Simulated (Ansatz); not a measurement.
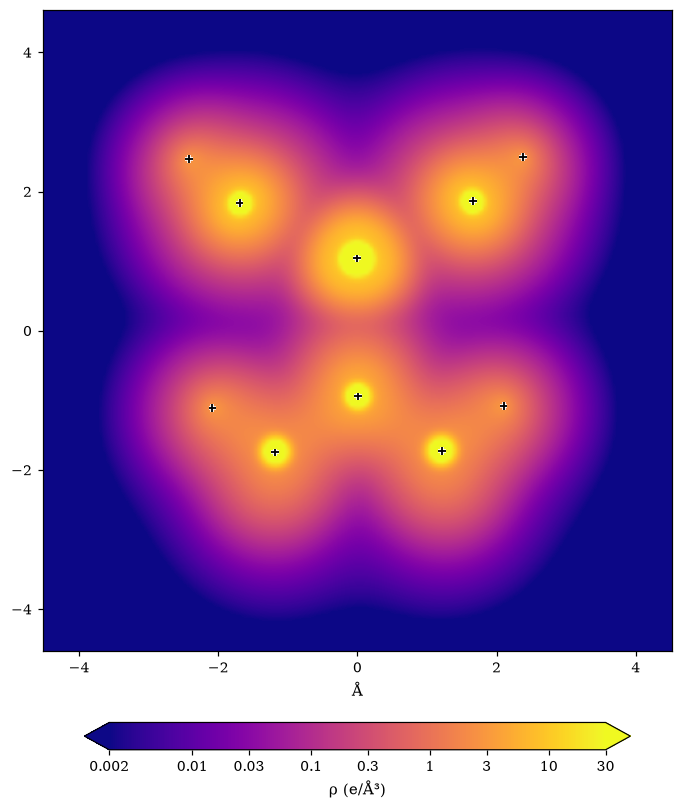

The total electron density on a plane through atoms (crosses mark nuclei in the plane).

Theory: isolated molecule in a Gaussian basis; Kohn-Sham density functional theory, functional PBE0 in Ansatz 0.2.0.

Candidates:
A. C₂H₈NO₂Sc (SMILES C[N](C)[Sc]([OH])[OH])
B. FH₃N₂OW (SMILES [NH]=[W](=[NH])([OH])[F])
C. C₂H₇AlCl₂O (SMILES C[CH2][Al-]([OH2+])([Cl])[Cl])

> Which system is this?

Candidate A: C₂H₈NO₂Sc on the plane of atoms C1, N3 and Sc6, which holds C, N, O, Sc and H. C–N (1.44 Å): the density is about 2 e/Å³ at the midpoint. Sc–O (1.87 Å): ρ is about 0.78 e/Å³ halfway.
